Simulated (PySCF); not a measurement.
SMILES OB(O)C#CB(C)C, GFN2-xTB optimised geometry. Atoms within 1.6 Å of the plane z = 0.0 Å (x, y, z in Å): B1 (0.21, 1.23, 0.00), O2 (-0.44, 2.43, 0.00), O3 (1.56, 1.23, 0.00), C4 (-0.54, -0.10, 0.00), C5 (-1.18, -1.14, 0.00), B6 (-1.94, -2.43, 0.00), C7 (-2.31, -3.12, -1.37), C8 (-2.36, -3.08, 1.38), H9 (-1.40, 2.40, 0.00), H10 (1.94, 2.11, 0.00), H11 (-3.18, -3.77, -1.31), H15 (-2.54, -4.15, 1.31).

Level of theory: PBE0/def2-TZVP (PySCF). Cells within 0.4 Å of a nucleus heavier than hydrogen are left out (blank, or x).

Map of the electron localisation function on the plane z = 0.0 Å:

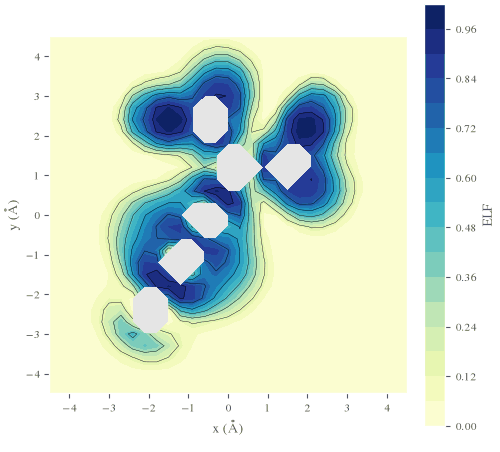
Figure. Electron localisation function on the plane z = 0.0 Å.
